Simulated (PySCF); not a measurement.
# Two runs on C8H13AlO

System: C8H13AlO.
Method of the first run: GIAO HF/pcSseg-1 NMR shielding, non-relativistic, gas phase (PySCF 2.14.0).

The geometry comes from this level: PBE0-D3(BJ)/def2-SVP. Text and figures count atoms from 1; the logs count them from 0 in places.

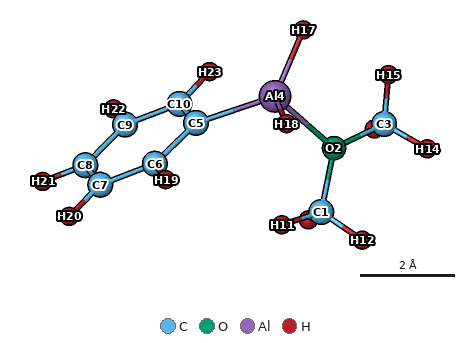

Fig. 1: The input geometry (ball-and-stick view, seen at a tilt; atoms are numbered from 1 in the order of the input). Sticks mark near contacts.

Input file, the first run:
```
{"job": {"kind": "nmr", "xc": "HF", "basis": "pcSseg-1", "pop": false}, "charge": 0, "multiplicity": 1}
C     -2.003618    -1.034126    -0.053281
O     -2.004200     0.346984    -0.376038
C     -3.002270     1.108540     0.279816
Al    -0.495713     1.125047    -1.444284
C      1.021029     0.316957    -0.461765
C      1.758502    -0.754075    -0.999138
C      2.793948    -1.366758    -0.291370
C      3.120697    -0.917792     0.987531
C      2.411973     0.144708     1.548384
C      1.380863     0.748871     0.828342
H     -1.190274    -1.506015    -0.617731
H     -2.968544    -1.484808    -0.334454
H     -1.818010    -1.171677     1.023779
H     -4.002042     0.737564     0.002373
H     -2.882780     2.148044    -0.047000
H     -2.871782     1.044852     1.372512
H     -0.844844     2.665982    -1.165733
H     -0.769829     0.486267    -2.889761
H      1.519342    -1.121570    -2.003585
H      3.349702    -2.196120    -0.737954
H      3.931008    -1.393652     1.546356
H      2.668708     0.505417     2.548554
H      0.846958     1.588930     1.287891
```

The first line tells a small driver script what to run in PySCF; the rest is the geometry in Å.

Command:
```bash
OMP_NUM_THREADS=1 python <driver script> task.json out
```

Hardware: 1 CPU thread, shared host.

Output (the first run):
```
final grid: 182600 points
cycle   1  E = -627.0755290780  dE =  2.133e+00  |g| = 6.174e-01  |ddm| = 4.208e+00
cycle   2  E = -627.1953776934  dE = -1.198e-01  |g| = 2.322e-01  |ddm| = 9.805e-01
cycle   3  E = -627.2080075495  dE = -1.263e-02  |g| = 9.072e-02  |ddm| = 3.020e-01
cycle   4  E = -627.2101250058  dE = -2.117e-03  |g| = 2.162e-02  |ddm| = 1.335e-01
cycle   5  E = -627.2102425818  dE = -1.176e-04  |g| = 3.483e-03  |ddm| = 2.492e-02
cycle   6  E = -627.2102484279  dE = -5.846e-06  |g| = 1.342e-03  |ddm| = 6.488e-03
cycle   7  E = -627.2102492246  dE = -7.967e-07  |g| = 5.193e-04  |ddm| = 1.995e-03
cycle   8  E = -627.2102494464  dE = -2.217e-07  |g| = 2.431e-04  |ddm| = 9.585e-04
cycle   9  E = -627.2102495250  dE = -7.867e-08  |g| = 9.873e-05  |ddm| = 6.922e-04
cycle  10  E = -627.2102495412  dE = -1.612e-08  |g| = 4.397e-05  |ddm| = 3.265e-04
cycle  11  E = -627.2102495434  dE = -2.255e-09  |g| = 1.285e-05  |ddm| = 1.391e-04
cycle  12  E = -627.2102495436  dE = -1.444e-10  |g| = 3.362e-06  |ddm| = 3.687e-05
converged SCF energy = -627.2102495436

GIAO shielding tensors (ppm)
atom      isotropic    diamagn.    paramagn.     s11        s22        s33       span
  0 C      134.745     245.654    -110.909    109.937    112.258    182.039     72.102
  1 O      358.779     407.926     -49.148    332.510    356.757    387.068     54.557
  2 C      133.568     239.244    -105.677    104.948    108.933    186.823     81.875
  3 Al     444.368     794.547    -350.179    416.803    444.227    472.072     55.269
  4 C       35.398     258.398    -223.000    -56.666    -51.450    214.310    270.976
  5 C       44.181     253.572    -209.391    -88.894     41.627    179.809    268.703
  6 C       55.984     255.821    -199.837    -67.054     51.657    183.350    250.404
  7 C       54.848     256.712    -201.864    -65.441     45.654    184.330    249.771
  8 C       56.234     255.550    -199.317    -66.794     52.304    183.191    249.986
  9 C       45.374     254.241    -208.867    -87.201     43.650    179.672    266.873
 10 H       28.021      32.168      -4.147     22.006     29.532     32.526     10.521
 11 H       28.754      30.413      -1.659     24.551     26.289     35.422     10.871
 12 H       29.168      32.349      -3.180     25.210     28.200     34.095      8.885
 13 H       28.454      27.274       1.181     24.201     25.788     35.375     11.173
 14 H       27.163      28.697      -1.534     22.614     26.046     32.830     10.216
 15 H       28.461      29.153      -0.692     24.078     26.454     34.852     10.774
 16 H       27.581      32.303      -4.722     25.092     26.118     31.534      6.443
 17 H       27.499      31.473      -3.974     24.511     25.794     32.191      7.680
 18 H       23.760      33.023      -9.263     19.799     23.161     28.322      8.523
 19 H       24.226      29.798      -5.571     20.405     25.137     27.137      6.732
 20 H       24.244      28.894      -4.650     20.451     25.464     26.817      6.366
 21 H       24.247      30.767      -6.520     20.414     25.079     27.248      6.835
 22 H       23.890      34.543     -10.653     19.935     22.920     28.815      8.880
```

The second run used a changed input.

The two runs side by side:

```tsv
quantity	the first run	the second run
outcome	converged	converged
total energy (hartree)	−627.210250	−629.685049
HOMO (eV)	−8.69	−6.91
LUMO (eV)	3.06	−0.30
dipole moment (D)	5.48	5.20
shielding of C1 (ppm)	134.7	122.7
shielding of O2 (ppm)	358.8	333.8
shielding of C3 (ppm)	133.6	120.7
shielding of Al4 (ppm)	444.4	393.6
shielding of C7 (ppm)	56.0	51.4
shielding of C9 (ppm)	56.2	51.7
shielding of C10 (ppm)	45.4	40.9
SCF iterations	12	14
basis functions	242	242
wall time (shared host)	34 s	76 s
```

What was changed in the input?

The change (lines with − go, lines with + come):
```diff
-"xc": "HF"
+"xc": "PBE0"
-"pop": false
```

The total energies belong to different methods, so their difference says nothing on which is more stable or more accurate. The HOMO goes from −8.69 to −6.91 eV. The LUMO goes from 3.06 to −0.30 eV. The dipole moment goes from 5.48 to 5.20 D. Of all shieldings, the largest change is that of Al4, by −50.7 ppm. The method changes from HF to PBE0. The SCF takes 14 iterations against 12.

Output (the second run):
```
coarse grid: 19464 points
cycle   1  E = -629.5479963736  dE =  1.138e+00  |g| = 5.216e-01  |ddm| = 4.363e+00
cycle   2  E = -629.5201605649  dE =  2.784e-02  |g| = 6.532e-01  |ddm| = 1.200e+00
cycle   3  E = -629.6123904359  dE = -9.223e-02  |g| = 1.041e-01  |ddm| = 6.513e-01
cycle   4  E = -629.6142845906  dE = -1.894e-03  |g| = 4.897e-02  |ddm| = 1.250e-01
cycle   5  E = -629.6149041122  dE = -6.195e-04  |g| = 1.314e-02  |ddm| = 5.999e-02
cycle   6  E = -629.6149433864  dE = -3.927e-05  |g| = 5.435e-03  |ddm| = 1.644e-02
cycle   7  E = -629.6149502439  dE = -6.858e-06  |g| = 4.326e-04  |ddm| = 4.928e-03
final grid: 182600 points
cycle   8  E = -629.6850171416  dE = -3.676e-05  |g| = 1.251e-02  |ddm| = 4.772e-02
cycle   9  E = -629.6849953032  dE =  2.184e-05  |g| = 1.685e-02  |ddm| = 2.015e-02
cycle  10  E = -629.6850487988  dE = -5.350e-05  |g| = 1.628e-03  |ddm| = 1.088e-02
cycle  11  E = -629.6850493735  dE = -5.746e-07  |g| = 1.885e-04  |ddm| = 1.465e-03
cycle  12  E = -629.6850493805  dE = -7.035e-09  |g| = 5.222e-05  |ddm| = 2.276e-04
cycle  13  E = -629.6850493809  dE = -3.906e-10  |g| = 3.184e-05  |ddm| = 8.620e-05
cycle  14  E = -629.6850493812  dE = -2.804e-10  |g| = 7.079e-06  |ddm| = 3.801e-05
converged SCF energy = -629.6850493812

GIAO shielding tensors (ppm)
atom      isotropic    diamagn.    paramagn.     s11        s22        s33       span
  0 C      122.723     248.512    -125.789     94.440     96.098    177.631     83.191
  1 O      333.779     403.928     -70.148    298.306    337.368    365.664     67.359
  2 C      120.734     242.961    -122.227     87.548     92.484    182.169     94.621
  3 Al     393.636     798.512    -404.876    378.649    381.486    420.773     42.125
  4 C       31.307     257.172    -225.865    -55.441    -53.676    203.039    258.480
  5 C       39.803     252.982    -213.180    -80.979     31.770    168.618    249.597
  6 C       51.429     254.259    -202.829    -63.228     43.695    173.821    237.049
  7 C       50.647     254.921    -204.273    -61.203     37.860    175.286    236.489
  8 C       51.683     254.315    -202.632    -62.970     44.325    173.695    236.665
  9 C       40.934     254.025    -213.091    -78.967     33.340    168.430    247.397
 10 H       27.483      32.570      -5.087     21.821     29.008     31.620      9.799
 11 H       28.286      29.728      -1.442     24.579     25.781     34.496      9.917
 12 H       28.687      32.507      -3.820     24.691     27.928     33.443      8.752
 13 H       27.970      26.839       1.131     24.037     25.362     34.511     10.474
 14 H       26.710      28.989      -2.279     22.583     25.468     32.079      9.497
 15 H       27.967      29.532      -1.564     23.719     26.033     34.150     10.432
 16 H       26.779      31.933      -5.155     24.312     25.519     30.505      6.192
 17 H       26.703      31.122      -4.419     23.936     24.997     31.176      7.240
 18 H       23.336      32.849      -9.513     19.811     22.261     27.935      8.124
 19 H       23.840      29.533      -5.693     20.561     24.110     26.849      6.288
 20 H       23.885      28.696      -4.811     20.611     24.463     26.581      5.970
 21 H       23.853      30.537      -6.683     20.569     24.048     26.943      6.373
 22 H       23.432      34.426     -10.995     19.860     22.043     28.393      8.532
```
